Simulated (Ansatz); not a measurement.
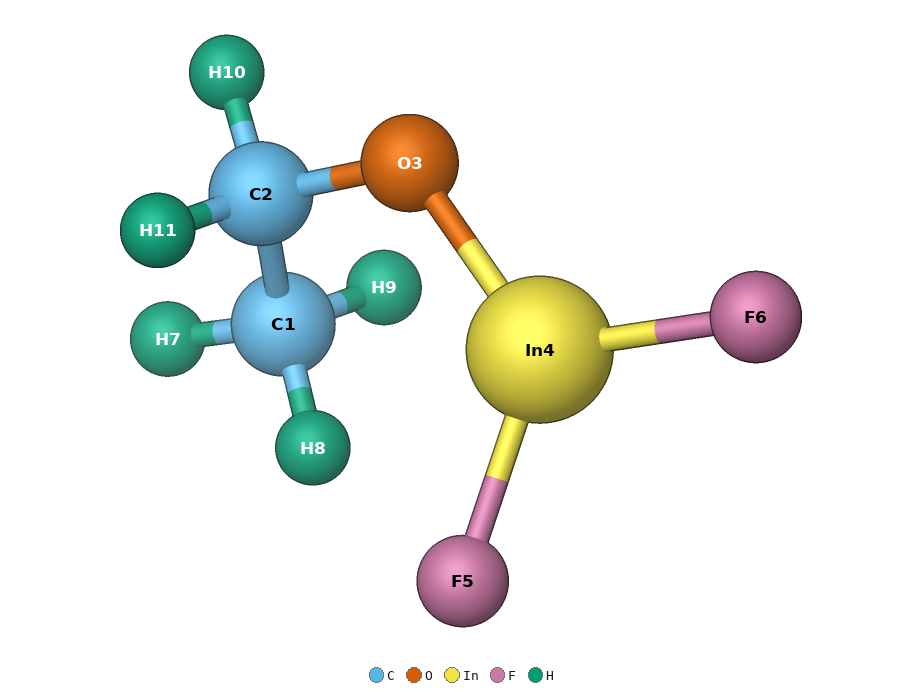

The computed structure is the end point of a PBE0-D4/def2-TZVP optimisation.

Describe the coordination of atom 3.

Answer. O3 has 2 neighbours (C2 at 1.42, In4 at 1.96 Å); the arrangement is bent.

Describe the coordination of atom 2.

Answer. C2 has 4 neighbours (C1 at 1.51, O3 at 1.42, H10 at 1.10, H11 at 1.10 Å); the arrangement is tetrahedral.

Describe the coordination of atom 4.

Answer. In4 has 3 neighbours (O3 at 1.96, F5 at 1.94, F6 at 1.93 Å); the arrangement is trigonal planar.

How are the neighbours of atom 1 arranged?

Answer. C1 has 4 neighbours (C2 at 1.51, H7 at 1.09, H8 at 1.10, H9 at 1.09 Å); the arrangement is tetrahedral.

What is the dihedral angle C2–O3–In4–F6?

Answer. 173° in size, that is anti.
